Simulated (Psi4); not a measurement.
**[NO2]− (nitrite): B3LYP/def2-TZVPPD**

Aim: the vertical singlet–triplet gap of [NO2]− (nitrite) at B3LYP/def2-TZVPPD, from 2 runs. 

The calculation is run with Psi4 1.11.

## 1. Starting point

The species is [NO2]− (3 atoms), meant as a singlet with charge -1. SMILES: `O=N[O-]`. The shape is that of a PBE0-D4/def2-TZVPD optimisation.

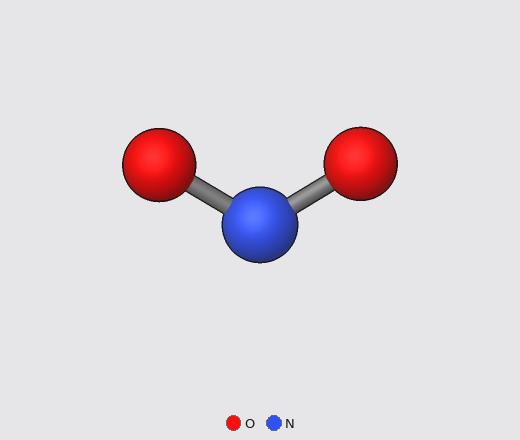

The structure, seen from a chosen angle (oxygen red, nitrogen blue).

## 2. The energy at B3LYP/def2-TZVPPD

job.py reads:

```python
import psi4

psi4.set_memory('2200 MB')
psi4.set_num_threads(1)
psi4.set_output_file('run.log', False)

geom = psi4.geometry("""
-1 1
O      0.322840     0.992650     0.287620
N      0.325750    -0.245400     0.151990
O     -0.648590    -0.747260    -0.439610
units angstrom
symmetry c1
""")

psi4.set_options({
    'puream': True,
    'e_convergence': 1e-09,
    'd_convergence': 1e-08,
    'scf_type': 'pk',
    'dft_radial_points': 99,
    'dft_spherical_points': 590,
})

e_tot, wfn = psi4.energy('b3lyp/def2-TZVPPD', molecule=geom, return_wfn=True)
psi4.oeprop(wfn, 'QUADRUPOLE', 'DIPOLE', 'MAYER_INDICES', title='B3LYP')
print(f'b3lyp/def2-TZVPPD energy: {e_tot:.10f} Eh')
for k, v in sorted(psi4.core.scalar_variables().items()):
    print(f'{k:45s} {v:18.10f}')
```

Command:

```sh
$ python job.py
```

run.log:

```text
[...]
  Running in c1 symmetry.
[...]
  Nuclear repulsion =   63.552463700874917
[...]
  Multiplicity = 1
[...]
  Nalpha       = 12
  Nbeta        = 12
[...]
    Number of basis functions: 117
[...]
   @RKS iter   1:  -205.03974929753068   -3.06418e-01   6.31309e-03 ADIIS/DIIS
[...]
   @RKS iter  11:  -205.24880963059042   -1.42109e-11   6.87559e-09 DIIS
[...]
    Orbital Energies [Eh]
    ---------------------
    Doubly Occupied:
       1A    -18.899833     2A    -18.899821     3A    -14.219262
       4A     -0.933366     5A     -0.761131     6A     -0.370444
       7A     -0.247729     8A     -0.236870     9A     -0.230982
      10A     -0.065397    11A     -0.041840    12A      0.002599
[...]
  @RKS Final Energy:  -205.24880963059042
   => Energetics <=
    Nuclear Repulsion Energy =             63.5524637008749167
    One-Electron Energy =                -413.7189125978655966
    Two-Electron Energy =                 164.5122195103015486
    DFT Exchange-Correlation Energy =     -19.5945802439012731
    Empirical Dispersion Energy =           0.0000000000000000
    VV10 Nonlocal Energy =                  0.0000000000000000
    Total Energy =                       -205.2488096305904151
[...]
 Multipole Moments:
 ------------------------------------------------------------------------------------
     Multipole            Electronic (a.u.)      Nuclear  (a.u.)        Total (a.u.)
 ------------------------------------------------------------------------------------
 L = 1.  Multiply by 2.5417464519 to convert [e a0] to [Debye]
 Dipole X            :          0.1385578           -0.0026610            0.1358967
 Dipole Y            :         -0.0952162            0.0018292           -0.0933871
 Dipole Z            :         -0.0000000           -0.0000000           -0.0000000
 Magnitude           :                                                    0.1648911
 L = 2.  Multiply by 1.3450342976 to convert [e a0^2] to [Debye ang]
 Quadrupole XX       :        -42.8148030           25.6597252          -17.1550777
 Quadrupole XY       :        -28.1348398           26.5457539           -1.5890859
[...]
```

The script printed:

```text
b3lyp/def2-TZVPPD energy: -205.2488096306 Eh
CURRENT ENERGY                                   -205.2488096306
CURRENT REFERENCE ENERGY                         -205.2488096306
DD SOLVATION ENERGY                                 0.0000000000
DFT FUNCTIONAL TOTAL ENERGY                      -205.2488096306
DFT TOTAL ENERGY                                 -205.2488096306
DFT VV10 ENERGY                                     0.0000000000
DFT XC ENERGY                                     -19.5945802439
GRID ELECTRONS ALPHA                               11.9999999534
GRID ELECTRONS BETA                                11.9999999534
GRID ELECTRONS TOTAL                               23.9999999068
NUCLEAR REPULSION ENERGY                           63.5524637009
ONE-ELECTRON ENERGY                              -413.7189125979
PCM POLARIZATION ENERGY                             0.0000000000
PE ENERGY                                           0.0000000000
SCF ITERATION ENERGY                             -205.2488096306
SCF ITERATIONS                                     11.0000000000
SCF TOTAL ENERGY                                 -205.2488096306
TWO-ELECTRON ENERGY                               164.5122195103
XC GRID RADIAL POINTS                              99.0000000000
XC GRID SPHERICAL POINTS                          590.0000000000
XC GRID TOTAL POINTS                           172396.0000000000
```

Wall time 11 s (1 thread of AMD EPYC 7R43 (Zen 3), shared host); peak memory 0.68 GiB.

## 3. The triplet at the same level

job.json reads:

```json
{
 "schema_name": "qcschema_input",
 "schema_version": 1,
 "molecule": {
  "schema_name": "qcschema_molecule",
  "schema_version": 2,
  "symbols": ["O", "N", "O"],
  "geometry": [0.61007918, 1.87583664, 0.54352303, 0.61557829, -0.46373879, 0.28721947, -1.22565747, -1.41211674, -0.8307425],
  "molecular_charge": -1,
  "molecular_multiplicity": 3,
  "fix_symmetry": "c1",
  "fix_com": true,
  "fix_orientation": true
 },
 "driver": "energy",
 "model": {
  "method": "b3lyp",
  "basis": "def2-TZVPPD"
 },
 "keywords": {
  "reference": "uks",
  "puream": true,
  "e_convergence": 1e-09,
  "d_convergence": 1e-08,
  "scf_type": "pk",
  "dft_radial_points": 99,
  "dft_spherical_points": 590,
  "maxiter": 100
 }
}
```

Command:

```sh
$ psi4 --qcschema job.json -n 1 --memory 2200MB
```

stdout:

```text
[...]
  Running in c1 symmetry.
[...]
  Nuclear repulsion =   63.552463687513523
[...]
  Multiplicity = 3
[...]
  Nalpha       = 13
  Nbeta        = 11
[...]
    Number of basis functions: 117
[...]
   @UKS iter   1:  -204.96873392845268   -2.35402e-01   5.92470e-03 ADIIS/DIIS
[...]
   @UKS iter  13:  -205.16048762509268   -1.27898e-12   1.91143e-09 DIIS
[...]
   @S^2 Observed:                2.011133367E+00
[...]
    Orbital Energies [Eh]
    ---------------------
    Alpha Occupied:
       1A    -18.902421     2A    -18.902413     3A    -14.184923
       4A     -0.935310     5A     -0.769625     6A     -0.391075
       7A     -0.254422     8A     -0.254371     9A     -0.249077
      10A     -0.084505    11A     -0.056730    12A     -0.033111
      13A      0.095024
    Alpha Virtual:
      14A      0.193168    15A      0.198211    16A      0.222968
      17A      0.231379    18A      0.257909    19A      0.259075
      20A      0.271356    21A      0.347982    22A      0.369747
      23A      0.479727    24A      0.485582    25A      0.529802
[...]
  @UKS Final Energy:  -205.16048762509268
   => Energetics <=
    Nuclear Repulsion Energy =             63.5524636875135229
    One-Electron Energy =                -413.8367135089582689
    Two-Electron Energy =                 164.7559247422685758
    DFT Exchange-Correlation Energy =     -19.6321625459165290
    Empirical Dispersion Energy =           0.0000000000000000
    VV10 Nonlocal Energy =                  0.0000000000000000
    Total Energy =                       -205.1604876250926850
  UHF NO Occupations:
  HONO-2 :   11  A 1.9977926
  HONO-1 :   12  A 1.0000000
[...]
 Multipole Moments:
 ------------------------------------------------------------------------------------
     Multipole            Electronic (a.u.)      Nuclear  (a.u.)        Total (a.u.)
 ------------------------------------------------------------------------------------
 L = 1.  Multiply by 2.5417464519 to convert [e a0] to [Debye]
 Dipole X            :          0.7846089           -0.6155783            0.1690306
 Dipole Y            :         -0.5908948            0.4635877           -0.1273071
 Dipole Z            :          0.3660890           -0.2872195            0.0788695
 Magnitude           :                                                    0.2258293
[...]
```

The result, in JSON:

```text
{
 "driver": "energy",
 "model": {
  "method": "b3lyp",
  "basis": "def2-TZVPPD"
 },
 "success": true,
 "return_result": -205.16048762509268,
 "properties": {
  "calcinfo_nbasis": 117,
  "calcinfo_nmo": 117,
  "calcinfo_nalpha": 13,
  "calcinfo_nbeta": 11,
  "calcinfo_natom": 3,
  "nuclear_repulsion_energy": 63.55246368751352,
  "return_energy": -205.16048762509268,
  "scf_one_electron_energy": -413.83671350895827,
  "scf_two_electron_energy": 164.75592474226858,
  "scf_xc_energy": -19.63216254591653,
  "scf_dipole_moment": [0.16903058905040325, -0.12730714094081397, 0.07886954945430968],
  "scf_total_energy": -205.16048762509268,
  "scf_iterations": 13
 }
}
```

It took 20 s on 1 thread of AMD EPYC 7R43 (Zen 3), shared host; peak memory 0.69 GiB.

## 4. Summary of results

Level: B3LYP/def2-TZVPPD.

```
                                                      quantity          value
                                         singlet: total energy  -205.24881 Eh
                                          singlet: HOMO energy        0.07 eV
                                          singlet: LUMO energy        5.19 eV
singlet: HOMO–LUMO gap (to an unbound level, set by the basis)        5.12 eV
                                         triplet: total energy  -205.16049 Eh
                   triplet: HOMO energy (highest over α and β)        2.59 eV
                    triplet: LUMO energy (lowest over α and β)        2.85 eV
                                                 triplet: ⟨S²⟩          2.011
              vertical energy of the triplet above the singlet       2.403 eV
```

At this shape the triplet lies 2.40 eV (232 kJ/mol) above the singlet. The HOMO (singlet) lies at positive energy, 0.07 eV, from the functional's self-interaction, a short basis or an electron that isn't bound; only total energies against the neutral tell. The HOMO (triplet) lies at positive energy, 2.59 eV, from the functional's self-interaction, a short basis or an electron that isn't bound; only total energies against the neutral tell.
